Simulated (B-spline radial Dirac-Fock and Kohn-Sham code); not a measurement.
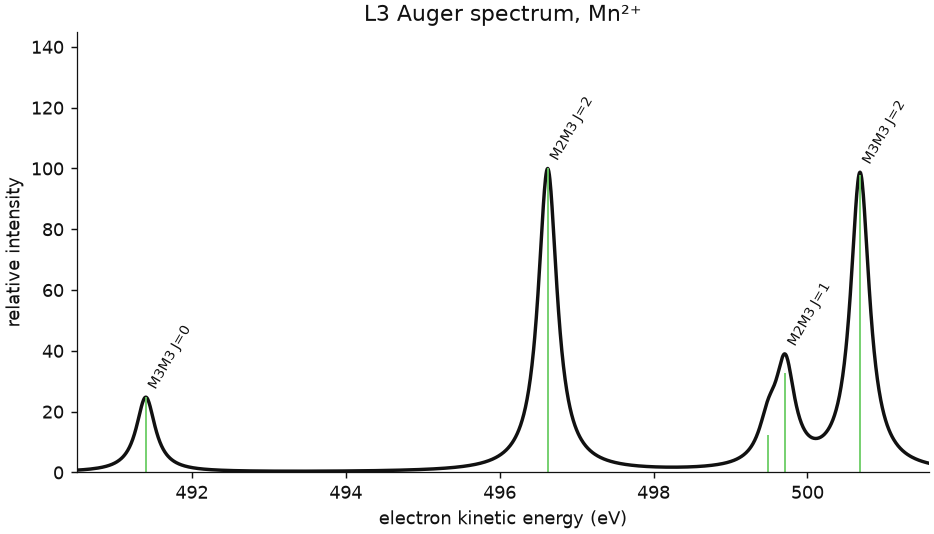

Fig. 1. The Auger multiplet of an L3 hole with both final holes in M23, lines labelled by the leading pair of holes and J, broadened by 0.30 eV full width. Kinetic energies count from the vacuum level; very weak lines are left out. Lines are named by their largest jj component, which in light atoms can differ from the customary names. Species: Mn²⁺, configuration [Ar] 3d5, inside a Watson sphere of charge −2 and radius 2.7 Å that stands in for a crystal. Level of theory: Dirac–Fock ΔSCF energies in intermediate coupling of the two holes, Coulomb rates, valence shells as spectators; calculated with a radial B-spline solver.

Summarise the result.

The strongest line is L3-M2M3 J=2 at 496.6 eV (37 % of the multiplet), followed by L3-M3M3 J=2 at 500.7 eV (37 %), L3-M2M3 J=1 at 499.7 eV (12 %), L3-M3M3 J=0 at 491.4 eV (9.2 %). The lines shown span 491.4 eV to 500.7 eV.
